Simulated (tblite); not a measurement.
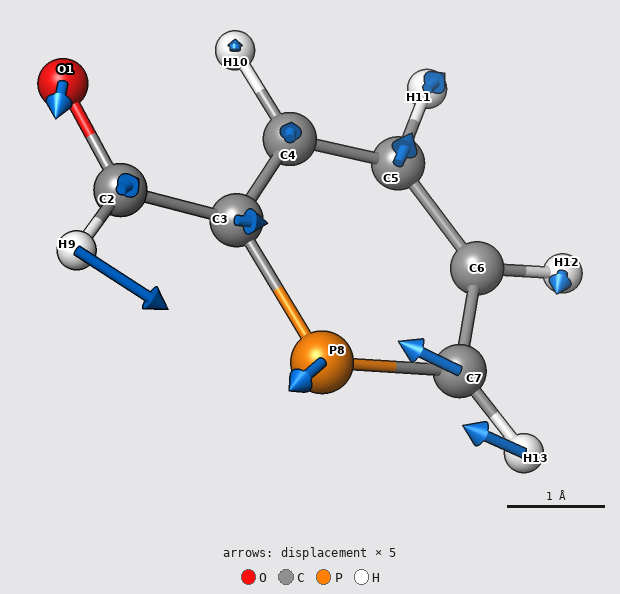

This is a relaxation of C$_{6}$H$_{5}$OP. The starting structure is drawn; blue arrows show the displacements, 5 times their true length. The two geometries are superimposed by the best rigid fit.

A ball-and-stick model, seen at a tilt.

Computed with GFN2-xTB geometry optimisation, gas phase (tblite). 

### Atoms of which element are displaced furthest, and by how much?

Hydrogen: up to 0.24 Å, against 0.15 Å for carbon.

### What did the optimiser do to the structure, and how much energy did it gain?

After 27 geometry steps the energy has fallen by 0.685 eV. H9 moves most after the best rigid fit: 0.24 Å. Largest moves by element: H 0.24 Å, C 0.15 Å, P 0.13 Å, O 0.10 Å. Some distances before and after: O1–C2 1.283 → 1.205 Å, C2–H9 1.070 → 1.111 Å, C5–C6 1.363 → 1.391 Å, C4–C5 1.356 → 1.379 Å. Bond angles that change, for instance: C3–C2–H9 125.6° → 113.2°, C3–P8–C7 110.9° → 99.7°, C6–C7–P8 115.3° → 125.7°.
